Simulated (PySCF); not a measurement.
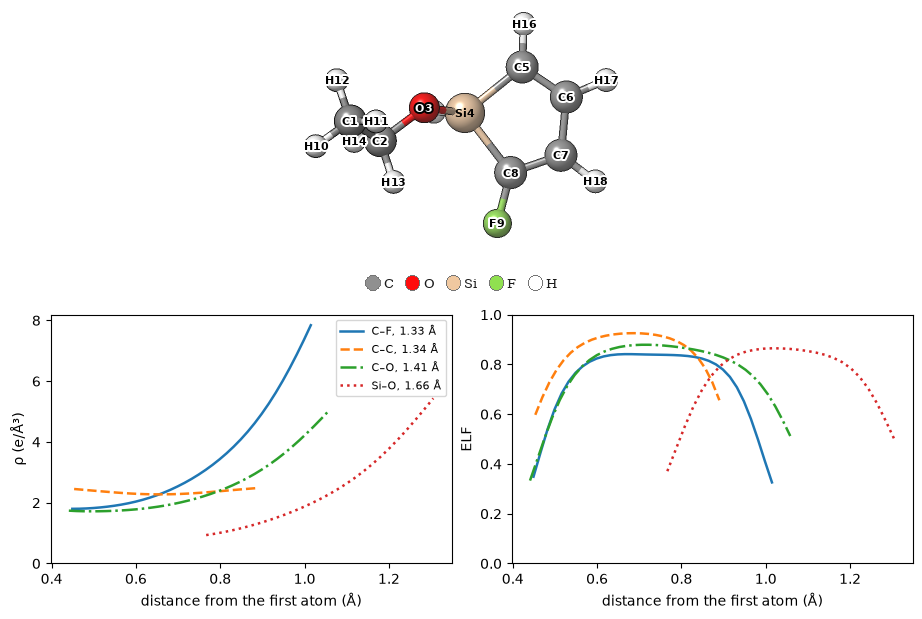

Figure. C$_{6}$H$_{9}$FOSi. Electron density and electron localisation function along straight lines between neighbouring atoms. The curves leave out the atomic cores. The structure is drawn too.

Geometry: PBE0-D3(BJ)/def2-SVP.

Level of theory: PBE0/pcSseg-1, SCF density, gas phase, non-relativistic in PySCF.

```xyz
18

C     3.2095    0.4207    0.2442
C     2.0078   -0.3225   -0.2869
O     0.8776   -0.0032    0.4951
Si   -0.6188   -0.6935    0.3178
C    -1.9171    0.0592    1.4140
C    -2.8867    0.5403    0.6056
C    -2.7167    0.4241   -0.8615
C    -1.5720   -0.1680   -1.2413
F    -1.2322   -0.3697   -2.5121
H     4.1055    0.1871   -0.3507
H     3.0368    1.5064    0.2055
H     3.4015    0.1426    1.2911
H     1.8257   -0.0498   -1.3437
H     2.1924   -1.4144   -0.2650
H    -0.4972   -2.1830    0.3804
H    -1.9814    0.1200    2.5013
H    -3.7951    1.0191    0.9889
H    -3.4711    0.7973   -1.5597
```

> Compare the contacts.

C–F (1.33 Å): ρ is about 2.3 e/Å³ halfway; the ELF peaks at about 0.85 between the atoms: a polar covalent bond.
C–C (1.34 Å): the density is about 2.3 e/Å³ at the midpoint; the ELF peaks at about 0.95 between the atoms; a multiple bond.
C–O (1.41 Å): ρ is about 2 e/Å³ halfway, with its minimum of 1.7 e/Å³ about 0.5 Å from C; the ELF peaks at about 0.90 between the atoms, as expected for a shared but strongly polarised pair.
Si–O (1.66 Å): ρ is about 1.1 e/Å³ halfway; the ELF peaks at about 0.85 between the atoms, as expected for a shared but strongly polarised pair.
